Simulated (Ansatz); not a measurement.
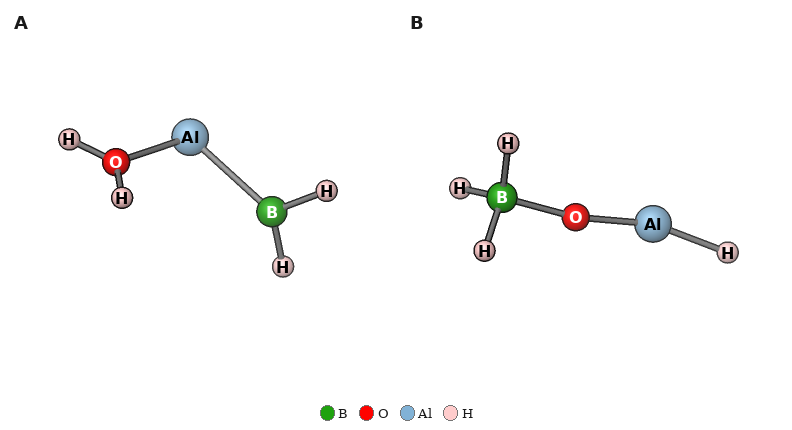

2 stationary structures of one formula. Geometries: PBE-D4/def2-SVP. Electronic energies: PBE-D4/def2-SVP (Ansatz 0.2.0), without zero-point energy. No frequency run is at hand to confirm each as a minimum. Each is one conformer, not always the lowest.

Which structure is the most stable?

Answer. B is lowest (Cs); A lies 132.8 kJ/mol above it (Cs).
